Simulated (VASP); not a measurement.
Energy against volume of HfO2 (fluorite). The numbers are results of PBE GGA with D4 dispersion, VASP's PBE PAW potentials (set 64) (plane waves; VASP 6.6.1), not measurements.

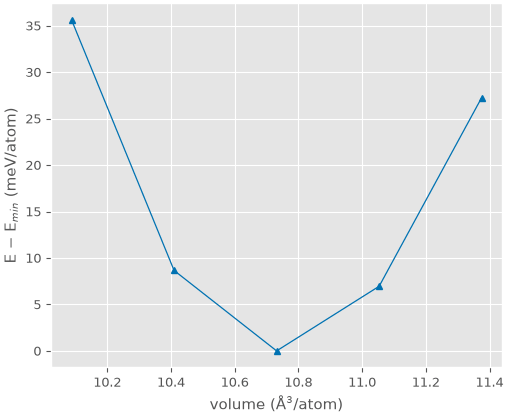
Energy against volume

**Question.** Estimate the equilibrium volume and the bulk modulus.

**Answer.** The minimum lies near 10.7 Å³/atom, and the curvature gives B0 of about 260 GPa.

The compound is HfO2 in the fluorite structure, the high-temperature cubic form, which is unstable at 0 K; the monoclinic form is the stable one. It was relaxed first.
